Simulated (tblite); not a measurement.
## Run report: B13N14H34 (charge +1), geometry relaxation

The run: geometry relaxation of B13N14H34, charge +1. Method and program: GFN2-xTB geometry optimisation, gas phase (tblite 0.8.0).

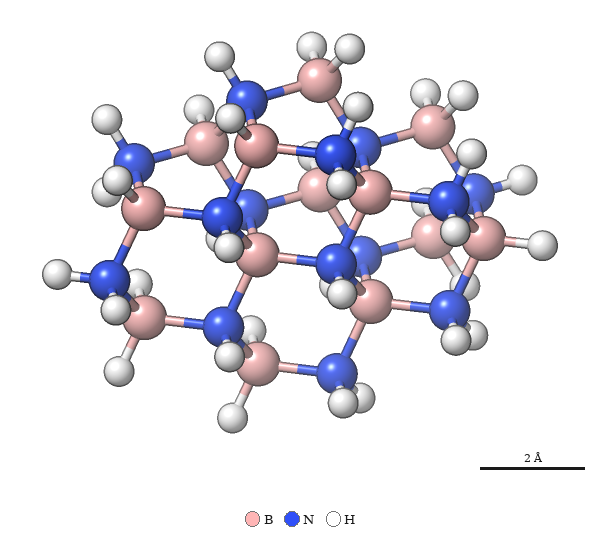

Figure 1. The structure as given in the input (ball-and-stick view, seen at a tilt).

Input file
```
{"job": {"kind": "relax", "xc": "GFN2-xTB", "basis": "xTB"}, "charge": 1, "multiplicity": 1}
B     -2.783500    -1.006800    -0.583900
N     -2.791600     0.473400    -1.111000
N      1.051100    -1.745300    -1.103100
N     -1.511000    -1.738600    -1.110300
N     -0.233200    -3.957900    -1.100700
N      2.320700    -1.005500     0.980400
B      2.324100    -1.003300    -0.585600
N     -0.228800    -1.002300     0.984500
B     -0.229500    -1.007100    -0.582700
B      1.043100    -1.743800     1.506400
N      1.043800    -3.220000     0.980900
B      1.043400    -3.220800    -0.582300
B     -1.513700    -3.218100    -0.577300
N      1.048100     2.683900    -1.106800
N      2.321800     0.475900    -1.103900
N     -1.512200     2.685100    -1.097800
N     -0.231800     0.472700    -1.103200
N     -0.233300     3.419000     0.982000
B     -0.232800     3.424200    -0.579800
B      1.048700     2.685400     1.507500
N      1.043600     1.212500     0.984500
B      1.045000     1.210200    -0.582500
B      2.327400     0.475400     1.511400
B     -1.514500     2.680200     1.503300
N     -1.509800     1.211300     0.983900
B     -1.516400     1.207800    -0.579800
B     -0.231500     0.473100     1.504100
H     -3.744300    -1.556000    -0.971100
H     -2.787800    -1.004600     0.585700
H     -2.787300     0.471200    -2.140700
H     -3.634000     0.961600    -0.758600
H      1.044000    -1.741700    -2.143900
H     -1.511300    -1.742900    -2.146000
H     -0.230100    -3.958000    -2.140400
H     -0.231000    -4.935400    -0.760800
H      3.173600    -1.493100     1.326800
H      3.278500    -1.556500    -0.976400
H     -1.080500    -1.492800     1.327100
H      1.047000    -1.746900     2.674700
H      1.890200    -3.705600     1.330900
H      0.196600    -3.711300     1.333500
H      2.007100    -3.775900    -0.968600
H     -2.460700    -3.769300    -0.975900
H     -1.507700    -3.219300     0.585900
H      1.042200     2.686200    -2.141700
H      1.893100     3.176400    -0.760900
H      2.326400     0.470900    -2.144700
H      3.172800     0.963600    -0.755200
H     -2.357900     3.175200    -0.757300
H     -1.508400     2.685200    -2.142100
H     -0.233100     0.463500    -2.141000
H     -0.225600     4.404200     1.329400
H     -0.232600     4.525100    -0.972200
H      1.997800     3.234400     1.111800
H      1.046600     2.683600     2.676300
H      3.278800     1.025300     1.115400
H      2.330600     0.465100     2.672900
H     -2.462900     3.243600     1.114100
H     -1.510200     2.683800     2.678800
H     -2.360400     0.720400     1.328700
H     -0.236000     0.471700     2.676300
```

The first line tells a small driver script what to run in tblite; the rest is the geometry in Å.

Command:
```bash
OMP_NUM_THREADS=2 python <driver script> task.json out
```

Log
```
step      E/eV     max force
  0   -2034.88134    2.119
  1   -2035.52126    0.770
  2   -2035.76903    0.666
  3   -2035.90327    0.788
  4   -2036.01954    0.538
  5   -2036.06361    0.300
  6   -2036.09492    0.278
  7   -2036.11882    0.261
  8   -2036.14370    0.236
  9   -2036.16368    0.211
 10   -2036.17952    0.247
 11   -2036.19297    0.200
 12   -2036.20565    0.149
 13   -2036.21649    0.154
 14   -2036.22465    0.196
 15   -2036.23081    0.189
 16   -2036.23593    0.127
 17   -2036.24008    0.102
 18   -2036.24333    0.108
 19   -2036.24607    0.125
 20   -2036.24862    0.109
 21   -2036.25089    0.090
 22   -2036.25266    0.061
 23   -2036.25400    0.060
 24   -2036.25519    0.062
 25   -2036.25632    0.072
 26   -2036.25727    0.050
 27   -2036.25802    0.044
 28   -2036.25866    0.035
 29   -2036.25927    0.040
 30   -2036.25983    0.048
 31   -2036.26029    0.036
 32   -2036.26066    0.029
 33   -2036.26097    0.029
 34   -2036.26126    0.031
 35   -2036.26151    0.026
 36   -2036.26172    0.022
 37   -2036.26191    0.022
 38   -2036.26209    0.024
 39   -2036.26227    0.024
 40   -2036.26244    0.026
 41   -2036.26261    0.026
 42   -2036.26278    0.023
 43   -2036.26295    0.027
 44   -2036.26310    0.020
 45   -2036.26323    0.018
```

Summary

- outcome: converged
- total energy: −2036.2632 eV
- HOMO: −11.83 eV
- LUMO: −3.97 eV
- point group: C1
- hardware: 2 CPU threads, shared host
- wall time: 3.1 s (CPU time 4.4 s)
- peak memory: 0.13 GiB
